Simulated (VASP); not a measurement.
Band structure of TlBi (relaxed from the rock salt structure, space group Fm-3m). Level of theory: PBEsol GGA, VASP's PBE PAW potentials (set 64) (plane waves; VASP).

Unless said otherwise, spin-orbit coupling is left out, though it shifts the bands of the heavy elements here.

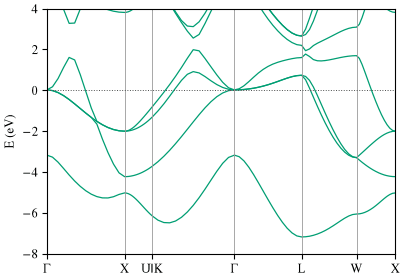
Bands along high-symmetry lines, zero at the valence-band maximum or, without a gap, the Fermi level

Q: Read the plot: is there a gap, and where are the band edges?

A: It has no gap at this level: it comes out as a metal or semimetal. (Edges off the drawn lines would not show.)

The structure was generated: TlBi was put into the rock salt type (Fm-3m), which need not be its known phase. It was relaxed first.
